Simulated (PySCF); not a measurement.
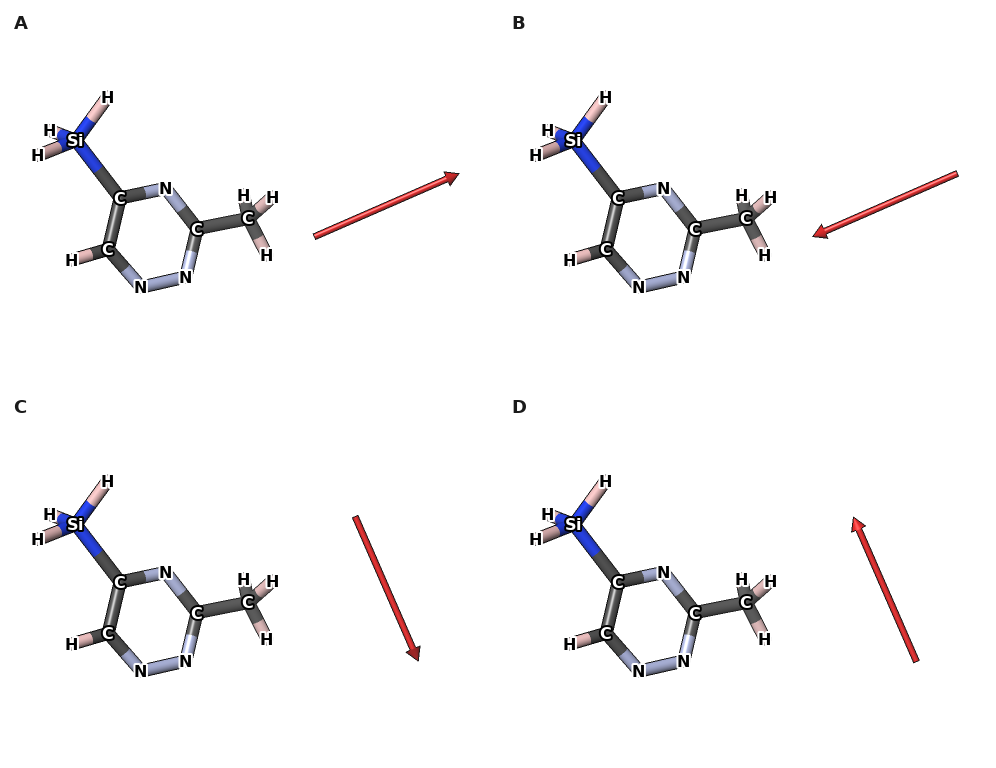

The same molecule four times, each with an arrow. The computed structure is the end point of a GFN2-xTB optimisation. No frequency run is at hand to confirm it as a minimum. Method: CAM-B3LYP/def2-SVPD, gas phase (PySCF 2.14.0).

Question: Which arrow points along the dipole moment, from the negative to the positive end?

Answer: D. The dipole moment is 2.62 D.

The geometry is semi-empirical. Around Si such bond lengths and angles can be off by a tenth of an ångström or more and by several degrees, and values that hang on the shape move with them.
